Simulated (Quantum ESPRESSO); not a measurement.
## MgS (F-43m): zone-centre phonons

Which modes does MgS (F-43m) have at the zone centre?

Program: Quantum ESPRESSO 7.5. Level of theory: DFT LDA, scalar-relativistic, plane waves, GBRV ultrasoft pseudopotentials. Results are calculated unless marked as measured.

### Step 1. The starting structure

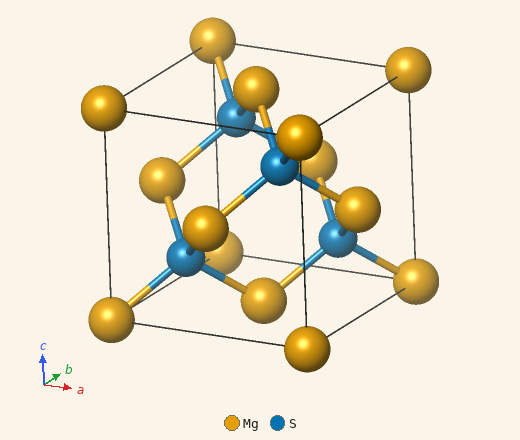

The starting structure, seen slightly off an axis (magnesium orange, sulfur blue). This picture shows the conventional cell, with its axes. Bonds to atoms that aren't drawn are left out. Some periodic images of atoms are drawn too.

As a file:

```cif
data_structure
_symmetry_space_group_name_H-M 'F-43m'
_symmetry_Int_Tables_number 216
_cell_length_a 5.6662
_cell_length_b 5.6662
_cell_length_c 5.6662
_cell_angle_alpha 90.000
_cell_angle_beta 90.000
_cell_angle_gamma 90.000
_cell_volume 181.92
loop_
_atom_site_label
_atom_site_type_symbol
_atom_site_symmetry_multiplicity
_atom_site_Wyckoff_symbol
_atom_site_fract_x
_atom_site_fract_y
_atom_site_fract_z
_atom_site_occupancy
Mg1 Mg 4 a 0.00000 0.00000 0.00000 1
S1 S 4 c 0.75000 0.25000 0.75000 1
```

### Step 2. A probe with smearing

Before anything dear is run, a loose run with smearing shows whether this is a metal and how far the cell is from rest.

The input, probe.in:

```
&control
   calculation = 'scf'
   prefix = 'x'
   outdir = './tmp'
   pseudo_dir = './pseudo'
   tprnfor = .true.
   tstress = .true.
   verbosity = 'high'
/
&system
   ibrav = 0
   nat = 2
   ntyp = 2
   ecutwfc = 55.0
   ecutrho = 440.0
   occupations = 'smearing'
   smearing = 'gaussian'
   degauss = 0.01
/
&electrons
   conv_thr = 1.0d-07
   mixing_beta = 0.7
   electron_maxstep = 100
/
ATOMIC_SPECIES
 Mg     24.3050  Mg.upf
 S      32.0600  S.upf
CELL_PARAMETERS angstrom
    -2.833120050    0.000000000    2.833120050
     0.000000000    2.833120050    2.833120050
    -2.833120050    2.833120050    0.000000000
ATOMIC_POSITIONS crystal
 Mg     0.000000000   0.000000000   0.000000000
 S      0.750000000   0.750000000   0.750000000
K_POINTS automatic
 6 6 6 0 0 0
```

Run with:

```console
$ OMP_NUM_THREADS=1 mpirun -n 4 pw.x -nk 4 -in probe.in > probe.out
```

The program printed:

```text
[banners, grids, parts of the stress and lines that vanish by symmetry left out]
Program PWSCF v.7.5
     Message from routine setup:
     using ibrav=0 with symmetry is DISCOURAGED, use correct ibrav instead
[...]
kinetic-energy cutoff     =      55.0000  Ry
     charge density cutoff     =     440.0000  Ry
     scf convergence threshold =      1.0E-07
[...]
Exchange-correlation=  SLA  PZ   NOGX NOGC
                           (   1   1   0   0   0   0   0)
[...]
24 Sym. Ops. (no inversion) found
[...]
(     0          1          0      )
                  (     0          0          1      )
[...]
(  0.0000000  1.0000000  0.0000000 )
                  ( -0.0000000 -0.0000000  1.0000000 )
[...]
(     1          0         -1      )
                  (     0          0         -1      )
[...]
(  0.0000000  1.0000000  0.0000000 )
[...]
(    -1          0          1      )
                  (    -1          0          0      )
[...]
( -0.0000000 -0.0000000  1.0000000 )
                  (  0.0000000 -1.0000000 -0.0000000 )
[...]
number of k points=    16  Gaussian smearing, width (Ry)=  0.0100
[...]
End of self-consistent calculation
[...]
the Fermi energy is     5.1628 ev
!    total energy              =    -149.36244542 Ry
[...]
convergence has been achieved in   6 iterations
[...]
atom    1 type  1   force =     0.00000000   -0.00000000    0.00000000
     atom    2 type  2   force =    -0.00000000    0.00000000   -0.00000000
[...]
Total force =     0.000000     Total SCF correction =     0.000000
[...]
total   stress  (Ry/bohr**3)                   (kbar)     P=      -21.80
[...]
XML data file, charge density, pseudopotentials, collected wavefunctions

   JOB DONE.
```

Run time: 4 s. Hardware: 4 MPI ranks of AMD EPYC 9R14 (Zen 4), shared host.

This step gave:

```yaml
volume_per_atom: 22.74 Å³
pressure: -2.18 GPa
gap_on_the_k_mesh: 3.170 eV
```

A gap of 3.2 eV opens on this mesh, so the crystal is taken as an insulator; the start stands at -2.2 GPa.

### Step 3. Relaxation

The relaxation runs at a cutoff a fifth above that of the response, since stress converges more slowly with the basis than frequencies do. Forces and stress are brought to rest with tight thresholds.

The input, relax.in:

```
&control
   calculation = 'vc-relax'
   prefix = 'x'
   outdir = './tmp'
   pseudo_dir = './pseudo'
   tprnfor = .true.
   tstress = .true.
   forc_conv_thr = 2.0d-05
   etot_conv_thr = 1.0d-07
   nstep = 40
/
&system
   ibrav = 0
   nat = 2
   ntyp = 2
   ecutwfc = 66
   ecutrho = 528.0
   occupations = 'fixed'
   nbnd = 10
/
&electrons
   conv_thr = 1.0d-11
   mixing_beta = 0.7
   electron_maxstep = 100
/
&ions
/
&cell
   press_conv_thr = 0.2
/
ATOMIC_SPECIES
 Mg     24.3050  Mg.upf
 S      32.0600  S.upf
CELL_PARAMETERS angstrom
    -2.833120050    0.000000000    2.833120050
     0.000000000    2.833120050    2.833120050
    -2.833120050    2.833120050    0.000000000
ATOMIC_POSITIONS crystal
 Mg     0.000000000   0.000000000   0.000000000
 S      0.750000000   0.750000000   0.750000000
K_POINTS automatic
 6 6 6 0 0 0
```

Run with:

```console
$ OMP_NUM_THREADS=1 mpirun -n 4 pw.x -nk 4 -in relax.in > relax.out
```

The program printed:

```text
[banners, grids, parts of the stress and lines that vanish by symmetry left out]
[banner, memory and clock lines left out]
Program PWSCF v.7.5

[...]
kinetic-energy cutoff     =      66.0000  Ry
     charge density cutoff     =     528.0000  Ry
     scf convergence threshold =      1.0E-11
[...]
energy convergence thresh.=      1.0E-07
     force convergence thresh. =      2.0E-05
     press convergence thresh. =      2.0E-01
     Exchange-correlation=  SLA  PZ   NOGX NOGC
                           (   1   1   0   0   0   0   0)
[...]
24 Sym. Ops. (no inversion) found
[...]
number of k points=    16
[...]
End of self-consistent calculation
[...]
highest occupied, lowest unoccupied level (ev):     2.7787    5.9496
!    total energy              =    -149.36249449 Ry
[...]
convergence has been achieved in  12 iterations
[...]
atom    1 type  1   force =    -0.00000000   -0.00000000    0.00000000
     atom    2 type  2   force =     0.00000000    0.00000000   -0.00000000
     Total force =     0.000000     Total SCF correction =     0.000000
[...]
total   stress  (Ry/bohr**3)                   (kbar)     P=      -22.18
[...]
number of bfgs steps    =   0
[...]
CELL_PARAMETERS (angstrom)
[...]
ATOMIC_POSITIONS (crystal)
Mg               0.0000000000        0.0000000000       -0.0000000000
S                0.7500000000        0.7500000000        0.7500000000
[...]
New effective cutoffs (rho, wfc):  531.16   66.50
[...]
End of self-consistent calculation
[...]
highest occupied, lowest unoccupied level (ev):     2.8716    6.0983
!    total energy              =    -149.36294252 Ry
[...]
convergence has been achieved in   6 iterations
[...]
atom    1 type  1   force =    -0.00000000   -0.00000000    0.00000000
     atom    2 type  2   force =     0.00000000    0.00000000   -0.00000000
     Total force =     0.000000     Total SCF correction =     0.000000
[...]
total   stress  (Ry/bohr**3)                   (kbar)     P=      -16.11
[...]
number of bfgs steps    =   1
[...]
CELL_PARAMETERS (angstrom)
[...]
ATOMIC_POSITIONS (crystal)
Mg               0.0000000000        0.0000000000       -0.0000000000
S                0.7500000000        0.7500000000        0.7500000000
[...]
New effective cutoffs (rho, wfc):  537.24   67.26
[...]
End of self-consistent calculation
[...]
highest occupied, lowest unoccupied level (ev):     3.0138    6.3257
!    total energy              =    -149.36333611 Ry
[...]
convergence has been achieved in   9 iterations
[...]
atom    1 type  1   force =    -0.00000000    0.00000000    0.00000000
     atom    2 type  2   force =     0.00000000   -0.00000000   -0.00000000
     Total force =     0.000000     Total SCF correction =     0.000000
[...]
total   stress  (Ry/bohr**3)                   (kbar)     P=       -6.41
[...]
number of bfgs steps    =   2
[...]
CELL_PARAMETERS (angstrom)
[...]
ATOMIC_POSITIONS (crystal)
[...]
New effective cutoffs (rho, wfc):  541.24   67.76
[...]
End of self-consistent calculation
[...]
highest occupied, lowest unoccupied level (ev):     3.1078    6.4758
!    total energy              =    -149.36340304 Ry
[...]
convergence has been achieved in   7 iterations
[...]
atom    1 type  1   force =    -0.00000000    0.00000000   -0.00000000
     atom    2 type  2   force =    -0.00000000    0.00000000    0.00000000
     Total force =     0.000000     Total SCF correction =     0.000000
[...]
total   stress  (Ry/bohr**3)                   (kbar)     P=        0.29
[...]
number of bfgs steps    =   3
[...]
CELL_PARAMETERS (angstrom)
[...]
ATOMIC_POSITIONS (crystal)
[...]
New effective cutoffs (rho, wfc):  541.06   67.74
[...]
End of self-consistent calculation
[...]
highest occupied, lowest unoccupied level (ev):     3.1037    6.4693
!    total energy              =    -149.36340369 Ry
[...]
convergence has been achieved in   5 iterations
[...]
atom    1 type  1   force =     0.00000000    0.00000000   -0.00000000
     atom    2 type  2   force =    -0.00000000   -0.00000000   -0.00000000
     Total force =     0.000000     Total SCF correction =     0.000000
[...]
total   stress  (Ry/bohr**3)                   (kbar)     P=       -0.00
[...]
number of bfgs steps    =   4
[...]
small trust_radius: resetting bfgs history
[...]
CELL_PARAMETERS (angstrom)
[...]
ATOMIC_POSITIONS (crystal)
[...]
New effective cutoffs (rho, wfc):  541.06   67.74
[...]
End of self-consistent calculation
[...]
highest occupied, lowest unoccupied level (ev):     3.1037    6.4693
!    total energy              =    -149.36340369 Ry
[...]
convergence has been achieved in   2 iterations
[...]
atom    1 type  1   force =     0.00000000   -0.00000000    0.00000000
     atom    2 type  2   force =     0.00000000    0.00000000   -0.00000000
     Total force =     0.000000     Total SCF correction =     0.000000
[...]
total   stress  (Ry/bohr**3)                   (kbar)     P=       -0.00
[...]
bfgs converged in   6 scf cycles and   5 bfgs steps
[...]
End of BFGS Geometry Optimization
     Final enthalpy           =    -149.3634036862 Ry
     File ./tmp/x.bfgs deleted, as requested
[...]
CELL_PARAMETERS (angstrom)
[...]
ATOMIC_POSITIONS (crystal)
Mg               0.0000000000        0.0000000000       -0.0000000000
S                0.7500000000        0.7500000000        0.7500000000
[...]
Final scf calculation at the relaxed structure.
[...]
kinetic-energy cutoff     =      66.0000  Ry
     charge density cutoff     =     528.0000  Ry
     scf convergence threshold =      1.0E-13
[...]
press convergence thresh. =      2.0E-01
     Exchange-correlation=  SLA  PZ   NOGX NOGC
                           (   1   1   0   0   0   0   0)
[...]
24 Sym. Ops. (no inversion) found
[...]
number of k points=    16
[...]
c_bands:  1 eigenvalues not converged
     c_bands:  1 eigenvalues not converged
[...]
End of self-consistent calculation
[...]
highest occupied, lowest unoccupied level (ev):     3.1037    6.4693
!    total energy              =    -149.36337990 Ry
[...]
convergence has been achieved in  12 iterations
[...]
atom    1 type  1   force =    -0.00000000   -0.00000000    0.00000000
     atom    2 type  2   force =     0.00000000   -0.00000000    0.00000000
     Total force =     0.000000     Total SCF correction =     0.000000
[...]
total   stress  (Ry/bohr**3)                   (kbar)     P=        0.05
[...]
XML data file, charge density, pseudopotentials, collected wavefunctions
```

Run time: 32 s. Hardware: 4 MPI ranks; 2.1 min of CPU time.

Relaxation path:

| step | energy less that of the first step (eV) | largest force (eV/Å) | pressure (GPa) | volume (Å³) |
| --- | --- | --- | --- | --- |
| 1 | 0.0000 | 0.0000 | -2.22 | 45.48 |
| 2 | -0.0061 | 0.0000 | -1.61 | 44.97 |
| 3 | -0.0115 | 0.0000 | -0.64 | 44.21 |
| 4 | -0.0124 | 0.0000 | 0.03 | 43.72 |
| 5 | -0.0124 | 0.0000 | 0.00 | 43.74 |
| 6 | -0.0124 | 0.0000 | 0.00 | 43.74 |
| 7 | -0.0120 | 0.0000 | 0.01 | 43.74 |

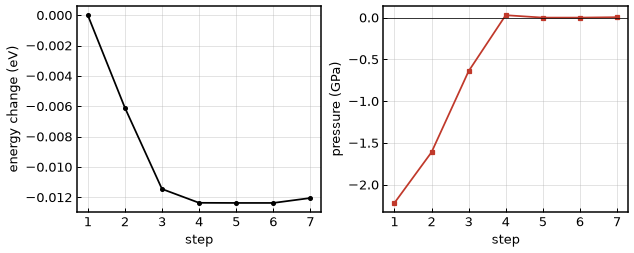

Energy and pressure along the relaxation.

| conventional cell, symmetrised | before | after | change |
| --- | --- | --- | --- |
| a (Å) | 5.666 | 5.593 | -1.3 % |
| b (Å) | 5.666 | 5.593 | -1.3 % |
| c (Å) | 5.666 | 5.593 | -1.3 % |
| volume (Å³/atom) | 22.74 | 21.87 | -3.8 % |

Final coordinates:

```xyz
2
Lattice="-2.7965 0.0000 2.7965 0.0000 2.7965 2.7965 -2.7965 2.7965 0.0000" Properties=species:S:1:pos:R:3 pbc="T T T"
Mg    0.0000    0.0000    0.0000
S    -4.1947    4.1947    4.1947
```

The last row of the table of steps is pw.x's closing run on a basis chosen anew for the final cell, so its energy can jump.

This step gave:

```
volume per atom   : 21.87 Å³
pressure          : 0.005 GPa
gap on the k-mesh : 3.366 eV
```

The volume changes by -3.8 % from the cell with which this run began.

### Step 4. Self-consistent run for the response

Perturbation theory inherits every error of the wavefunctions, so the threshold is set near the limit of the arithmetic. With a gap, occupations are fixed, which also allows the response to an electric field.

The input, scf.in:

```
&control
   calculation = 'scf'
   prefix = 'x'
   outdir = './tmp'
   pseudo_dir = './pseudo'
   tprnfor = .true.
   tstress = .true.
/
&system
   ibrav = 0
   nat = 2
   ntyp = 2
   ecutwfc = 55.0
   ecutrho = 440.0
   occupations = 'fixed'
   nbnd = 10
/
&electrons
   conv_thr = 1.0d-12
   mixing_beta = 0.7
   electron_maxstep = 100
/
ATOMIC_SPECIES
 Mg     24.3050  Mg.upf
 S      32.0600  S.upf
CELL_PARAMETERS angstrom
    -2.796498630    0.000000000    2.796498630
     0.000000000    2.796498630    2.796498630
    -2.796498630    2.796498630    0.000000000
ATOMIC_POSITIONS crystal
 Mg     0.000000000   0.000000000   0.000000000
 S      0.750000000   0.750000000   0.750000000
K_POINTS automatic
 8 8 8 0 0 0
```

Run with:

```console
$ OMP_NUM_THREADS=1 mpirun -n 4 pw.x -nk 4 -in scf.in > scf.out
```

The program printed:

```text
[banners, grids, parts of the stress and lines that vanish by symmetry left out]
[banner, memory and clock lines left out]
Program PWSCF v.7.5

[...]
kinetic-energy cutoff     =      55.0000  Ry
     charge density cutoff     =     440.0000  Ry
     scf convergence threshold =      1.0E-12
[...]
Exchange-correlation=  SLA  PZ   NOGX NOGC
                           (   1   1   0   0   0   0   0)
[...]
24 Sym. Ops. (no inversion) found
[...]
number of k points=    29
[...]
End of self-consistent calculation
[...]
highest occupied, lowest unoccupied level (ev):     3.1029    6.4690
!    total energy              =    -149.36338104 Ry
[...]
convergence has been achieved in  13 iterations
[...]
atom    1 type  1   force =    -0.00000000    0.00000000    0.00000000
     atom    2 type  2   force =     0.00000000   -0.00000000   -0.00000000
     Total force =     0.000000     Total SCF correction =     0.000000
[...]
total   stress  (Ry/bohr**3)                   (kbar)     P=        0.21
[...]
XML data file, charge density, pseudopotentials, collected wavefunctions
```

Run time: 6.4 s. Hardware: 4 MPI ranks; 25 s of CPU time.

This step gave:

| Item | Value |
| --- | --- |
| pressure | 0.021 GPa |

The cell stands at 0.021 GPa, close enough for phonons.

(Continued in part 2 of 2.)

[Host names and launcher messages were left out of these logs when they were recorded.]

[Logs are printed without paths, hosts, clocks, repeated set-up lines and the standing remarks that a program may print on its own settings, such as how far it seeks lower states.]

[Hosts, paths, dates, database ids (printed as entryN), source tags and the programs' standing remarks are cut or masked in the printed files.]
